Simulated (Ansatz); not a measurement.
**BBrGeH4: density, localisation and related maps**

Input file:

```
crystal:
  periodic: [false, false, false]
  atoms:
    - { symbol: B, position_ang: [-0.9969, -0.1486, -0.6758] }
    - { symbol: Ge, position_ang: [0.6094, -0.1119, 0.4611] }
    - { symbol: Br, position_ang: [1.5649, 2.001, 0.3953] }
    - { symbol: H, position_ang: [-1.6187, -1.075, -0.7973] }
    - { symbol: H, position_ang: [-1.3657, 0.8742, -1.2713] }
    - { symbol: H, position_ang: [0.228, -0.4486, 1.9194] }
    - { symbol: H, position_ang: [1.6401, -1.1592, -0.0771] }
basis:
  gaussian: { orbitals: def2-SVP }
hamiltonian:
  xc: b3lyp
relax:
  f_tol: 0.02
  max_steps: 50
output:
  orbitals: {}
```

Launched as:

```sh
ansatz run input.yaml --threads 2 --pin off --max-ram 3072MiB --backend cpu --events-out ev --progress --plain --runs-dir out
```

The fields are those of the relaxed geometry.

Computed with RKS B3LYP/def2-SVP in Ansatz 0.2.0.

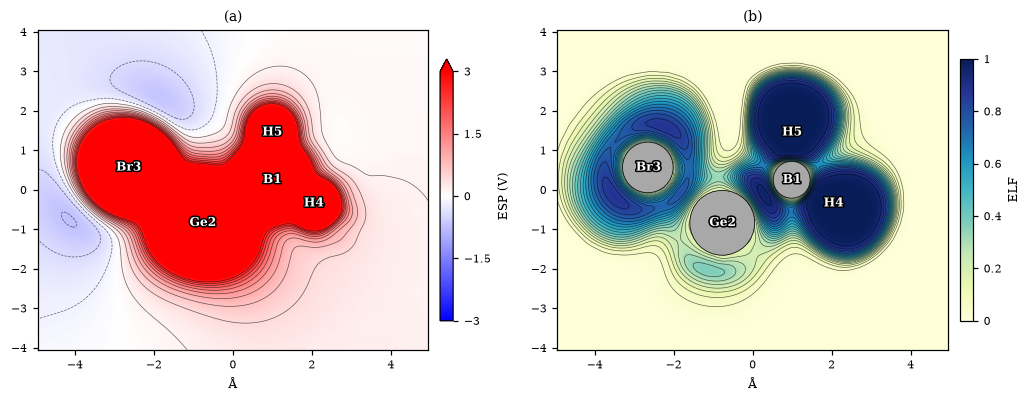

Figure 1. (a) molecular electrostatic potential; (b) electron localisation function on the plane of atoms H4, B1 and H5. Grey discs cover the atomic cores in the ELF map.

Q: Describe what can be read from this map.

A: The plane passes through B, Ge, Br and H nuclei. Ge–B (2.07 Å): the ELF peaks at about 0.95 in the valence shell of B, 0.8 Å from its nucleus, and is about 0.85 at the midpoint. Ge–Br (2.35 Å): the ELF peaks at about 0.80 in the valence shell of Br, 1.0 Å from its nucleus, and is about 0.70 at the midpoint. B–H (1.20 Å): the ELF climbs to about 1 towards the hydrogen, as it does in any bond to H (a covalent bond by its length). The ELF also peaks beside Br3, away from the bonds: lone-pair regions. Outside the dense part of the molecule the potential is most negative (−0.7 V) near Br3.

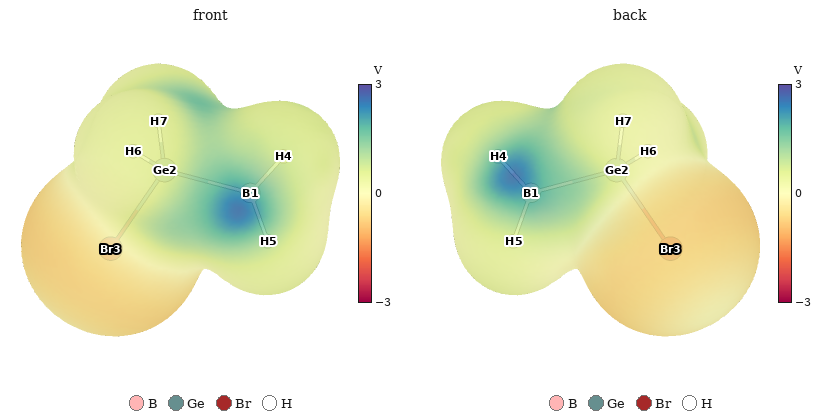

Figure 2. The molecular electrostatic potential painted on the density surface at 0.002 e/bohr³, seen from the front and from behind; red is negative and blue positive.

Q: Where is the surface potential most negative and most positive?

A: The most negative region (about −0.7 V) lies over Br3, the most positive (about +2.5 V) over B1.

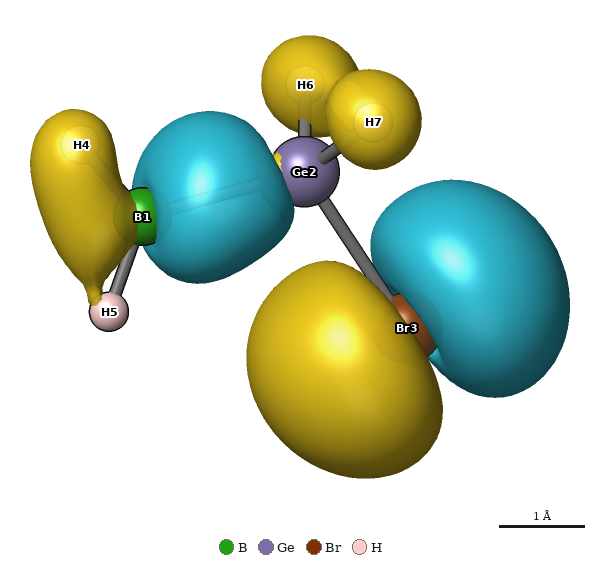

Figure 3. The HOMO at ±0.08 Å⁻³ᐟ² (yellow and cyan are the two phases), seen at an oblique angle.

Q: Where does this orbital lie, and at what energy?

A: It lies mainly on Br3 (about 75 %), Ge2 (about 10 %) and B1 (about 10 %); largely a lone pair of Br3. Its energy is −7.44 eV.
